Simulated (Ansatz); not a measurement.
The figure comes from a scan of C (graphite type, space group P6_3/mmc): one C atom of a 4-atom cell moves by u along (1.00, 0.00, 0.00) and v along (0.00, 1.00, 0.00). These are r2SCAN+rVV10 (plane waves to 500 eV, PAW, scalar-relativistic; Ansatz, a first-principles code) values and carry that method's errors. k mesh 12×12×4 (Γ-centred), Fermi-Dirac smearing 0.05 eV. Points where atoms come too close for the PAW data are left out (x in tables, blank in figures). With partly filled bands, energies and forces of such displacements shift with the k mesh and the smearing. Fu and Fv are the components of the force on the atom. C was relaxed with its symmetry unable to fall. The PAW data are Ansatz's earlier set. 

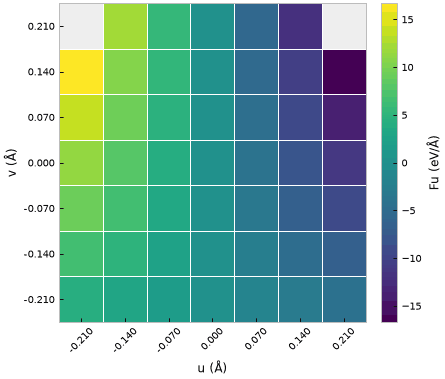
Fu (eV/Å), one tile a computed point.

### Question
Turn the plot into a table (rounded to what can be read).

### Answer
To the nearest 5:

Fu (eV/Å), with u across and v down:

| v \ u | -0.210 | -0.140 | -0.070 | 0.000 | 0.070 | 0.140 | 0.210 |
|---|---|---|---|---|---|---|---|
| -0.210 | 5 | 5 | 0 | 0 | 0 | -5 | -5 |
| -0.140 | 5 | 5 | 5 | 0 | -5 | -5 | -5 |
| -0.070 | 10 | 5 | 5 | 0 | -5 | -5 | -10 |
| 0.000 | 10 | 10 | 5 | 0 | -5 | -10 | -10 |
| 0.070 | 15 | 10 | 5 | 0 | -5 | -10 | -15 |
| 0.140 | 15 | 10 | 5 | 0 | -5 | -10 | -15 |
| 0.210 | x | 10 | 5 | 0 | -5 | -10 | x |

(For displaced atoms, the force is minus the slope of the energy, and its curvature is a force constant, which sets phonon frequencies.)
